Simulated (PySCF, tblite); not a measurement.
# MoH₄ (triplet): geometry, vibrations, single-point energies

Aim: compute the geometry, vibrations, single-point energies of MoH₄ (triplet) (`[H][Mo]([H])([H])[H]`).

Programs: tblite 0.8.0 and PySCF 2.14.0, with routines of our own; each step states its level. All values are computed. Atoms count from 0.

3 further runs of the same task are left out: 3 for a known fault of the program.

## Step 1: The system as given

5 atoms, charge 0, multiplicity 3; geometry from: start built from the parent or by distance geometry.

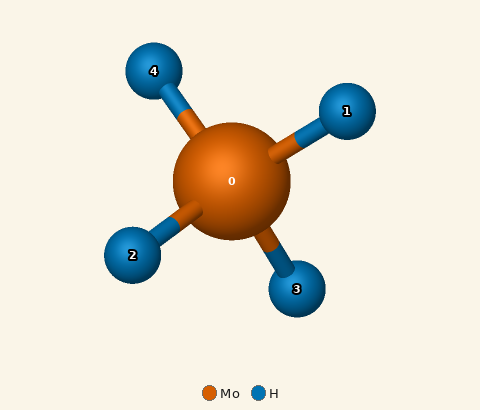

The starting geometry (molybdenum orange, hydrogen blue); sticks join atoms by distance alone.

## Step 2: Relaxing the molecule with GFN2-xTB

The job: settings as JSON, then the geometry in Å.

```
{"job": {"kind": "relax", "xc": "GFN2-xTB", "basis": "xTB"}, "charge": 0, "multiplicity": 3}
Mo     0.017200    -0.006500    -0.005400
H     -0.001500    -0.008200     1.649500
H      1.592000     0.003400    -0.564600
H     -0.798300     1.383200    -0.558600
H     -0.792200    -1.366300    -0.555200
```

Command:

```
$ OMP_NUM_THREADS=1 python redox_run.py task.json out
```

One launch serves the whole session: the jobs run in the order shown.

The program printed:

```text
step      E/eV     max force
  0    -112.94933    0.415
  1    -112.95278    0.269
  2    -112.95552    0.047
  3    -112.95561    0.044
  4    -112.95622    0.040
  5    -112.95625    0.035
  6    -112.95636    0.018
  7    -112.95638    0.017
  8    -112.95639    0.009
```

Run time: 0.03 s. Hardware: 1 thread of Arm Neoverse N1, shared host.

Along the way:

```csv
step,energy from step 0 (eV),largest force (eV/Å)
0,0.0000,0.4153
1,-0.0035,0.2685
2,-0.0062,0.0470
3,-0.0063,0.0440
4,-0.0069,0.0396
5,-0.0069,0.0346
6,-0.0070,0.0176
7,-0.0070,0.0169
8,-0.0071,0.0087
```

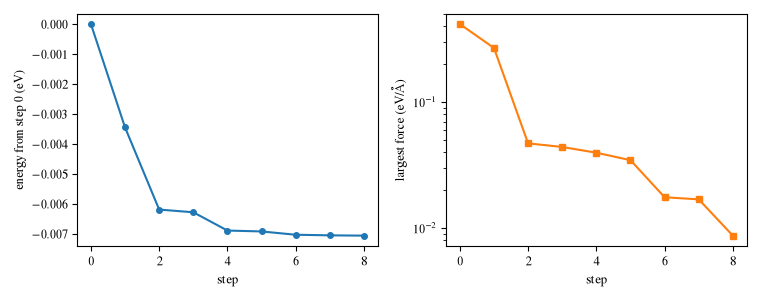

Energy and largest force along the relaxation.

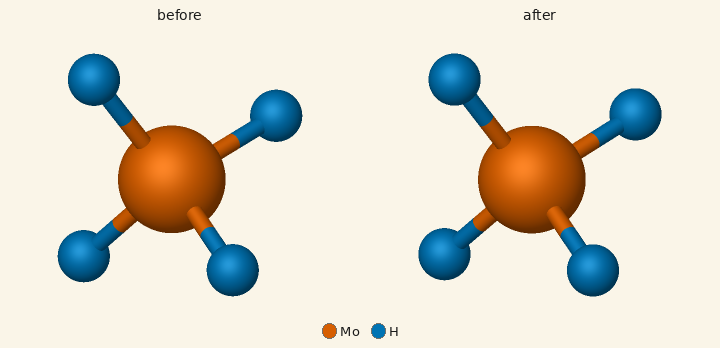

Before and after, at one scale.

Distances of close pairs at the start and the end, largest changes first:

```csv
bond,before (Å),after (Å),change (Å)
Mo0–H3,1.704,1.673,-0.030
Mo0–H1,1.655,1.673,+0.018
Mo0–H4,1.675,1.673,-0.003
Mo0–H2,1.671,1.673,+0.002
```

The final coordinates are the input of the step that follows.

## Step 3: Harmonic vibrations with GFN2-xTB

The job: settings as JSON, then the geometry in Å.

```
{"job": {"kind": "ir", "xc": "GFN2-xTB", "basis": "xTB"}, "charge": 0, "multiplicity": 3}
Mo     0.003531     0.000942    -0.007131
H      0.005225    -0.003623     1.666216
H      1.579948     0.002848    -0.566407
H     -0.785762     1.368791    -0.560018
H     -0.785698    -1.363254    -0.567040
```

The program printed:

```text
mode    cm-1     km/mol
  1     631.2    526.81
  2     631.7    526.25
  3     631.8    526.20
  4     835.2      0.00
  5     835.2      0.00
  6    1579.3      0.04
  7    1646.1     83.27
  8    1647.4     83.13
  9    1648.7     83.16
ZPE 60.332  H(298)-E 71.768  G(298)-E 1.607 kJ/mol  S 235.32 J/(mol K)
```

Wall time 0.14 s (1 thread of Arm Neoverse N1, shared host).

Which atoms move in the most intense modes:

```csv
cm⁻¹,km/mol,atoms
631,526.8,"H4 35 %, H2 32 %, H3 20 %, H1 11 %"
632,526.2,"H1 29 %, H4 25 %, H2 25 %, H3 19 %"
632,526.2,"H3 34 %, H1 33 %, H2 17 %, H4 14 %"
1646,83.3,"H1 57 %, H3 41 %"
1647,83.1,"H2 37 %, H3 32 %, H1 15 %, H4 15 %"
1649,83.2,"H4 60 %, H2 38 %"
```

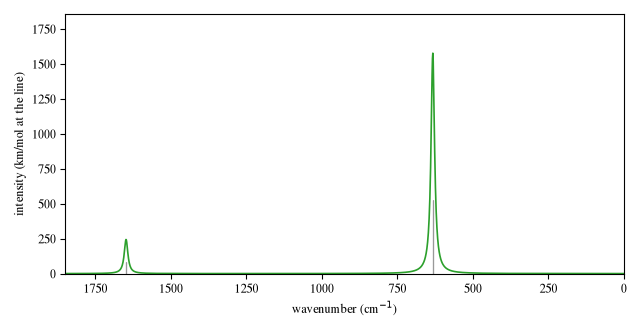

The infrared spectrum from these modes, unscaled. Lines are broadened to a width of 14 cm⁻¹ (Lorentzian).

## Step 4: Geometry optimisation at BP86-D3(BJ)/def2-SVP

The job: settings as JSON, then the geometry in Å.

```
{"job": {"xc": "BP86", "basis": "def2-SVP", "d3": "d3bj", "grid": 1, "kind": "geom"}, "charge": 0, "multiplicity": 3}
Mo     0.003531     0.000942    -0.007131
H      0.005225    -0.003623     1.666216
H      1.579948     0.002848    -0.566407
H     -0.785762     1.368791    -0.560018
H     -0.785698    -1.363254    -0.567040
```

The program printed:

```text
step   0  E = -70.57663225  max force = 0.006693
step   1  E = -70.57708109  max force = 0.003371
step   2  E = -70.57725303  max force = 0.000166
step   3  E = -70.57725509  max force = 0.000030
optimisation converged
```

It took 17 s on 1 thread of Arm Neoverse N1, shared host.

Relaxation path:

```csv
step,energy from step 0 (eV),largest force component (eV/Å)
0,0.0000,0.3442
1,-0.0122,0.1733
2,-0.0169,0.0085
3,-0.0169,0.0015
```

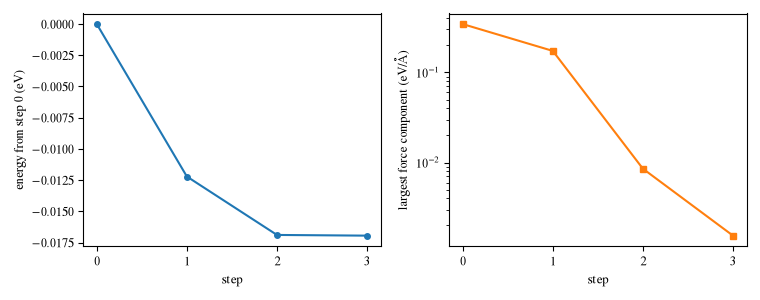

Energy and largest force along the relaxation.

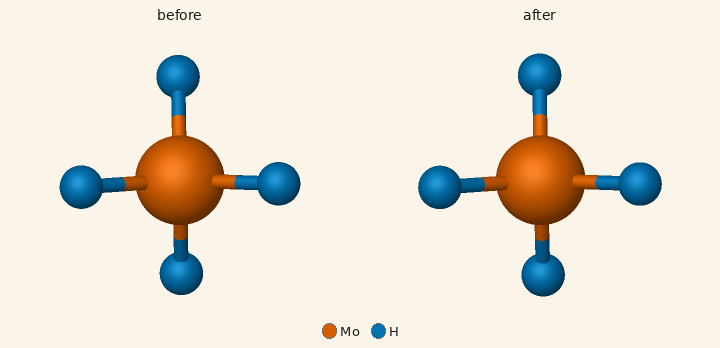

Before and after, at one scale.

Close pairs (by a distance rule), those that changed most:

```csv
bond,before (Å),after (Å),change (Å)
Mo0–H4,1.673,1.697,+0.025
Mo0–H2,1.673,1.697,+0.025
Mo0–H3,1.673,1.697,+0.024
Mo0–H1,1.673,1.698,+0.024
```

The final coordinates are the input of the step that follows.

```csv
at the end point,value
point group (found at 0.08 Å tolerance),Td
"rotational constants (GHz, main isotopes)","65.293, 65.263, 65.243"
dipole moment (D),0.00
⟨S²⟩,2.020
```

## Step 5: Single point (MoH4 (triplet)): B3LYP-D3(BJ)/ma-def2-SVP

Geometry: BP86-D3(BJ)/def2-SVP.

The job: settings as JSON, then the geometry in Å.

```
{"job": {"kind": "sp", "xc": "B3LYP", "basis": "ma-def2-SVP", "d3": "d3bj", "grid": 2}, "charge": 0, "multiplicity": 3}
Mo     0.003211     0.001183    -0.006529
H     -0.013255    -0.004843     1.690897
H      1.608878     0.002916    -0.556502
H     -0.790673     1.389152    -0.576292
H     -0.790925    -1.382545    -0.586146
```

The program printed:

```text
coarse grid: 18064 points
cycle   1  E = -70.4648419901  dE = -7.720e+00  |g| = 2.285e-01  |ddm| = 1.984e+00
cycle   2  E = -70.3903423981  dE =  7.450e-02  |g| = 4.194e-01  |ddm| = 7.823e-01
cycle   3  E = -70.5067575771  dE = -1.164e-01  |g| = 1.871e-02  |ddm| = 5.063e-01
cycle   4  E = -70.5072776728  dE = -5.201e-04  |g| = 7.962e-03  |ddm| = 4.102e-02
cycle   5  E = -70.5074045154  dE = -1.268e-04  |g| = 2.894e-03  |ddm| = 1.973e-02
cycle   6  E = -70.5074514027  dE = -4.689e-05  |g| = 1.179e-03  |ddm| = 2.001e-02
cycle   7  E = -70.5074531088  dE = -1.706e-06  |g| = 5.294e-04  |ddm| = 3.358e-03
final grid: 35896 points
cycle   8  E = -70.5074573569  dE =  8.022e-08  |g| = 6.769e-04  |ddm| = 1.291e-03
cycle   9  E = -70.5074569488  dE =  4.081e-07  |g| = 1.059e-03  |ddm| = 1.799e-03
cycle  10  E = -70.5074575940  dE = -6.451e-07  |g| = 2.178e-04  |ddm| = 1.261e-03
cycle  11  E = -70.5074576236  dE = -2.963e-08  |g| = 1.708e-05  |ddm| = 2.410e-04
cycle  12  E = -70.5074576250  dE = -1.449e-09  |g| = 2.969e-06  |ddm| = 1.126e-04
converged SCF energy = -70.5074576250
```

It took 11 s on 1 thread of Arm Neoverse N1, shared host.

## Step 6: Single point (MoH4+ (doublet)): B3LYP-D3(BJ)/ma-def2-SVP

Geometry: BP86-D3(BJ)/def2-SVP, that of another charge or spin state.

The job: settings as JSON, then the geometry in Å.

```
{"job": {"kind": "sp", "xc": "B3LYP", "basis": "ma-def2-SVP", "d3": "d3bj", "grid": 2}, "charge": 1, "multiplicity": 2}
Mo     0.003211     0.001183    -0.006529
H     -0.013255    -0.004843     1.690897
H      1.608878     0.002916    -0.556502
H     -0.790673     1.389152    -0.576292
H     -0.790925    -1.382545    -0.586146
```

The program printed:

```text
final grid: 35896 points
cycle   1  E = -70.1614639927  dE =  4.129e-08  |g| = 4.692e-04  |ddm| = 9.636e-04
cycle   2  E = -70.1614635366  dE =  4.561e-07  |g| = 9.802e-04  |ddm| = 1.624e-03
cycle   3  E = -70.1614641542  dE = -6.176e-07  |g| = 3.701e-05  |ddm| = 1.090e-03
cycle   4  E = -70.1614641626  dE = -8.414e-09  |g| = 2.888e-05  |ddm| = 2.593e-04
converged SCF energy = -70.1614641626
```

Wall time 14 s (1 thread of Arm Neoverse N1, shared host).

## Step 7: Geometry optimisation with GFN2-xTB

This step treats MoH₄+ (doublet).

The job: settings as JSON, then the geometry in Å.

```
{"job": {"kind": "relax", "xc": "GFN2-xTB", "basis": "xTB"}, "charge": 1, "multiplicity": 2}
Mo     0.019500    -0.004900    -0.011800
H     -0.024000     0.003800     1.667900
H      1.626300    -0.004700    -0.553300
H     -0.793200     1.403800    -0.596900
H     -0.794100    -1.386400    -0.574800
```

The program printed:

```text
step      E/eV     max force
  0     -99.16061    0.408
  1     -99.16492    0.322
  2     -99.17117    0.135
  3     -99.17170    0.108
  4     -99.17301    0.032
  5     -99.17303    0.028
  6     -99.17322    0.005
```

It took 0.02 s on 1 thread of Arm Neoverse N1, shared host.

Step by step:

```csv
step,energy from step 0 (eV),largest force (eV/Å)
0,0.0000,0.4085
1,-0.0043,0.3218
2,-0.0106,0.1355
3,-0.0111,0.1078
4,-0.0124,0.0316
5,-0.0124,0.0283
6,-0.0126,0.0046
```

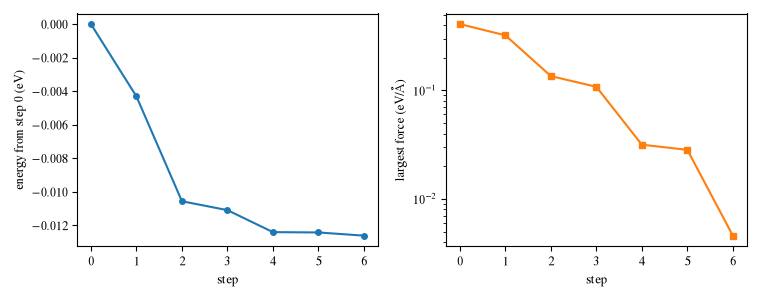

Energy and force, step by step.

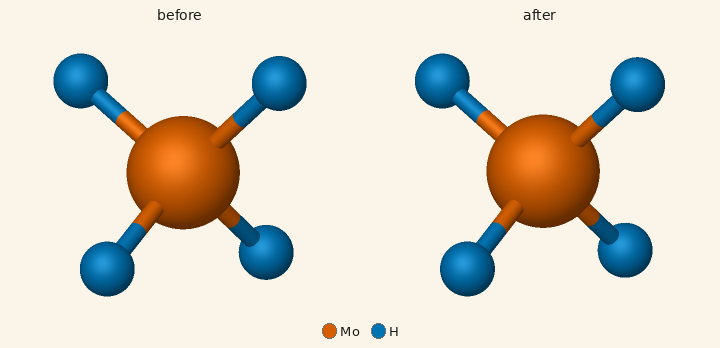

The geometry before (left) and after (right).

Close pairs (by a distance rule), those that changed most:

```csv
bond,before (Å),after (Å),change (Å)
Mo0–H3,1.728,1.683,-0.046
Mo0–H4,1.699,1.682,-0.017
Mo0–H2,1.696,1.683,-0.013
Mo0–H1,1.680,1.683,+0.003
```

The final coordinates are the input of the step that follows.

## Step 8: Vibrational analysis with GFN2-xTB

The job: settings as JSON, then the geometry in Å.

```
{"job": {"kind": "ir", "xc": "GFN2-xTB", "basis": "xTB"}, "charge": 1, "multiplicity": 2}
Mo     0.006844     0.002280    -0.014003
H     -0.018991     0.007365     1.668702
H      1.601442    -0.002995    -0.551468
H     -0.772500     1.376725    -0.592622
H     -0.782315    -1.371807    -0.579551
```

The program printed:

```text
mode    cm-1     km/mol
  1     515.4      0.00
  2     520.7      0.00
  3     713.5    107.52
  4     713.6    107.49
  5     714.2    107.21
  6    1601.2      0.00
  7    1692.2     21.52
  8    1692.7     21.24
  9    1693.3     21.55
ZPE 58.957  H(298)-E 70.852  G(298)-E 0.978 kJ/mol  S 234.36 J/(mol K)
```

Run time: 0.14 s. Hardware: 1 thread of Arm Neoverse N1, shared host.

The strongest bands and the atoms that carry them (share of the mass-weighted mode):

```csv
cm⁻¹,km/mol,atoms
714,107.5,"H3 36 %, H2 33 %, H4 23 %"
714,107.5,"H1 36 %, H4 35 %, H3 16 %, H2 11 %"
714,107.2,"H1 33 %, H2 29 %, H3 21 %, H4 15 %"
1692,21.5,"H1 70 %, H2 21 %"
1693,21.2,"H3 48 %, H2 46 %"
1693,21.6,"H4 70 %, H3 20 %"
```

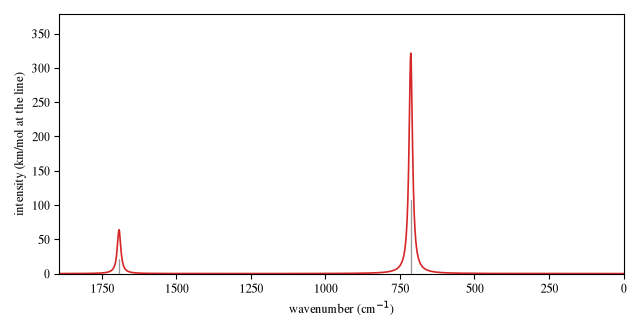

The infrared spectrum from these modes, unscaled. Lines are broadened to a width of 14 cm⁻¹ (Lorentzian).

## Step 9: Relaxing the molecule at BP86-D3(BJ)/def2-SVP

This step treats MoH₄+ (doublet).

The job: settings as JSON, then the geometry in Å.

```
{"job": {"xc": "BP86", "basis": "def2-SVP", "d3": "d3bj", "grid": 1, "kind": "geom"}, "charge": 1, "multiplicity": 2}
Mo     0.006844     0.002280    -0.014003
H     -0.018991     0.007365     1.668702
H      1.601442    -0.002995    -0.551468
H     -0.772500     1.376725    -0.592622
H     -0.782315    -1.371807    -0.579551
```

The program printed:

```text
step   0  E = -70.23235325  max force = 0.001830
step   1  E = -70.23272640  max force = 0.001101
step   2  E = -70.23276169  max force = 0.000613
step   3  E = -70.23279626  max force = 0.000584
step   4  E = -70.23285405  max force = 0.000319
step   5  E = -70.23285626  max force = 0.000085
optimisation converged
```

Wall time 39 s (1 thread of Arm Neoverse N1, shared host).

Relaxation path:

```csv
step,energy from step 0 (eV),largest force component (eV/Å)
0,0.0000,0.0941
1,-0.0102,0.0566
2,-0.0111,0.0315
3,-0.0121,0.0300
4,-0.0136,0.0164
5,-0.0137,0.0044
```

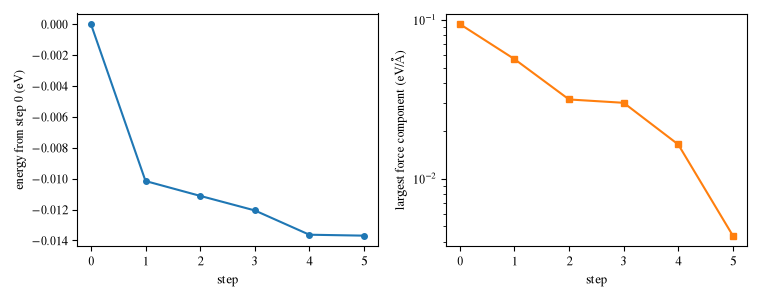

Energy and force, step by step.

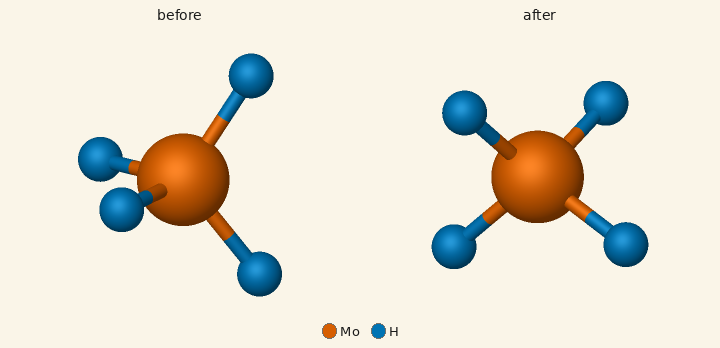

Before and after, at one scale.

Distances of close pairs at the start and the end, largest changes first:

```csv
bond,before (Å),after (Å),change (Å)
Mo0–H1,1.683,1.678,-0.005
Mo0–H2,1.683,1.678,-0.005
Mo0–H3,1.683,1.678,-0.005
Mo0–H4,1.682,1.678,-0.004
```

The end geometry stands in the next job.

```csv
at the end point,value
point group (found at 0.08 Å tolerance),D2d
"rotational constants (GHz, main isotopes)","73.749, 63.828, 63.707"
⟨S²⟩,0.758
```

## Step 10: Single point (MoH4 (triplet)): B3LYP-D3(BJ)/ma-def2-SVP

Geometry: BP86-D3(BJ)/def2-SVP, that of another charge or spin state.

The job: settings as JSON, then the geometry in Å.

```
{"job": {"kind": "sp", "xc": "B3LYP", "basis": "ma-def2-SVP", "d3": "d3bj", "grid": 2}, "charge": 0, "multiplicity": 3}
Mo     0.007344     0.002590    -0.014299
H     -1.574876    -0.556042    -0.029732
H      0.132018     1.641423     0.324162
H      0.763276    -0.104713    -1.508546
H      0.706713    -0.971784     1.159460
```

The program printed:

```text
coarse grid: 18064 points
cycle   1  E = -70.4599253104  dE = -7.700e+00  |g| = 2.370e-01  |ddm| = 1.987e+00
cycle   2  E = -70.3807456113  dE =  7.918e-02  |g| = 4.346e-01  |ddm| = 8.134e-01
cycle   3  E = -70.5048756909  dE = -1.241e-01  |g| = 1.771e-02  |ddm| = 5.258e-01
cycle   4  E = -70.5053740057  dE = -4.983e-04  |g| = 8.073e-03  |ddm| = 4.122e-02
cycle   5  E = -70.5054984736  dE = -1.245e-04  |g| = 2.839e-03  |ddm| = 1.954e-02
cycle   6  E = -70.5055416383  dE = -4.316e-05  |g| = 1.219e-03  |ddm| = 1.873e-02
cycle   7  E = -70.5055435125  dE = -1.874e-06  |g| = 6.287e-04  |ddm| = 3.330e-03
final grid: 35896 points
cycle   8  E = -70.5055404689  dE =  1.071e-07  |g| = 8.283e-04  |ddm| = 1.591e-03
cycle   9  E = -70.5055397931  dE =  6.758e-07  |g| = 1.344e-03  |ddm| = 2.284e-03
cycle  10  E = -70.5055408488  dE = -1.056e-06  |g| = 2.437e-04  |ddm| = 1.585e-03
cycle  11  E = -70.5055408862  dE = -3.741e-08  |g| = 2.959e-05  |ddm| = 2.747e-04
cycle  12  E = -70.5055408904  dE = -4.223e-09  |g| = 7.820e-06  |ddm| = 1.947e-04
converged SCF energy = -70.5055408904
```

It took 10 s on 1 thread of Arm Neoverse N1, shared host.

## Step 11: Single point (MoH₄+ (doublet)): B3LYP-D3(BJ)/ma-def2-SVP

Geometry: BP86-D3(BJ)/def2-SVP.

The job: settings as JSON, then the geometry in Å.

```
{"job": {"kind": "sp", "xc": "B3LYP", "basis": "ma-def2-SVP", "d3": "d3bj", "grid": 2}, "charge": 1, "multiplicity": 2}
Mo     0.007344     0.002590    -0.014299
H     -1.574876    -0.556042    -0.029732
H      0.132018     1.641423     0.324162
H      0.763276    -0.104713    -1.508546
H      0.706713    -0.971784     1.159460
```

The program printed:

```text
final grid: 35896 points
cycle   1  E = -70.1627123510  dE =  6.017e-08  |g| = 4.971e-04  |ddm| = 9.503e-04
cycle   2  E = -70.1627119032  dE =  4.478e-07  |g| = 9.879e-04  |ddm| = 1.638e-03
cycle   3  E = -70.1627125207  dE = -6.175e-07  |g| = 6.666e-05  |ddm| = 1.106e-03
cycle   4  E = -70.1627125253  dE = -4.610e-09  |g| = 2.953e-05  |ddm| = 9.525e-05
converged SCF energy = -70.1627125253
```

Run time: 12 s. Hardware: 1 thread of Arm Neoverse N1, shared host.

## Step 12: Single point (MoH₄+ (quartet)): B3LYP-D3(BJ)/ma-def2-SVP

Geometry: BP86-D3(BJ)/def2-SVP, that of another charge or spin state.

The job: settings as JSON, then the geometry in Å.

```
{"job": {"kind": "sp", "xc": "B3LYP", "basis": "ma-def2-SVP", "d3": "d3bj", "grid": 2}, "charge": 1, "multiplicity": 4}
Mo     0.003211     0.001183    -0.006529
H     -0.013255    -0.004843     1.690897
H      1.608878     0.002916    -0.556502
H     -0.790673     1.389152    -0.576292
H     -0.790925    -1.382545    -0.586146
```

The program printed:

```text
final grid: 35896 points
cycle   1  E = -70.0861870574  dE =  4.349e-08  |g| = 3.728e-04  |ddm| = 7.932e-04
cycle   2  E = -70.0861868372  dE =  2.203e-07  |g| = 6.857e-04  |ddm| = 1.298e-03
cycle   3  E = -70.0861871575  dE = -3.203e-07  |g| = 2.147e-05  |ddm| = 8.435e-04
cycle   4  E = -70.0861871592  dE = -1.717e-09  |g| = 2.289e-05  |ddm| = 9.907e-05
converged SCF energy = -70.0861871592
```

Run time: 19 s. Hardware: 1 thread of Arm Neoverse N1, shared host.

## Step 13: What came out

| quantity | value |
| --- | --- |
| strongest single infrared mode (GFN2-xTB) | 631 cm⁻¹, 527 km/mol |
| zero-point energy (GFN2-xTB) | 14.4 kcal/mol |
| point group | Td |
| rotational constants (main isotopes) | 65.29, 65.26, 65.24 GHz |

**Reading.** All 9 modes are real, so the xTB geometry is a minimum. Unscaled tight-binding wavenumbers are off by several per cent, some by more. Its intensities can rank the bands wrongly. Relaxing lowered the energy by 0.017 eV in 3 steps; the close pair that moved most is Mo0–H4, from 1.673 to 1.697 Å (BP86/def2-SVP). No frequency check was run at this level, so the end point may be a saddle. Steps that list no spin-orbit terms leave them out, which matters at and beside the heavy atoms.
